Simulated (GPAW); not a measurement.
The Zn K edge of atom 1 in Zn2P2O7 (C2/m), with 2 O at 2.05 Å, 2 O at 2.09 Å and 2 O at 2.35 Å (6-fold, site symmetry 2), was computed in 2 ways: full core hole (charged cell) and no core hole. Program and functional: GPAW, LDA, Gaussian full width 1.67 eV up to 4 eV, rising linearly to 3.5 eV at 25 eV; cells of 11 and 22 atoms (the run without a hole in the smaller).

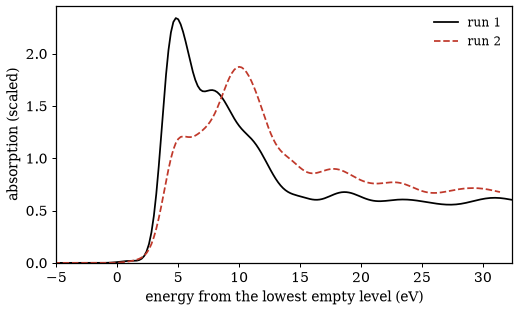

Each run is counted from its own lowest empty level or Fermi level and scaled to a mean of 1 over its first 20 eV.

Question: Which run is which?

Run 1: full core hole (charged cell) (area from −2 to 6 eV 5.6, main maxima 4.8 eV (2.34) and 18.6 eV (0.68)). Run 2: no core hole (area from −2 to 6 eV 2.9, main maxima 10.0 eV (1.87), 17.8 eV (0.90) and 29.2 eV (0.72)). With each curve scaled to its own mean, the area from −2 to 6 eV with the hole is 5.6 against 2.9, and the centre of weight from −1 to 20 eV moves by -1.5 eV: the hole pulls the absorber's empty states down.

[Hosts, paths, dates, database ids (printed as entryN), source tags and the programs' standing remarks are cut or masked in the printed files.]

[Lists of maxima count a maximum above −3 eV only where it reaches 4 % of the highest in the window and stands out from its surroundings by 2 % of it (1.5 % where it reaches 55 %); shoulders and weaker maxima are passed over, and of the rest the first, up to two pre-edge ones and the few strongest are named.]
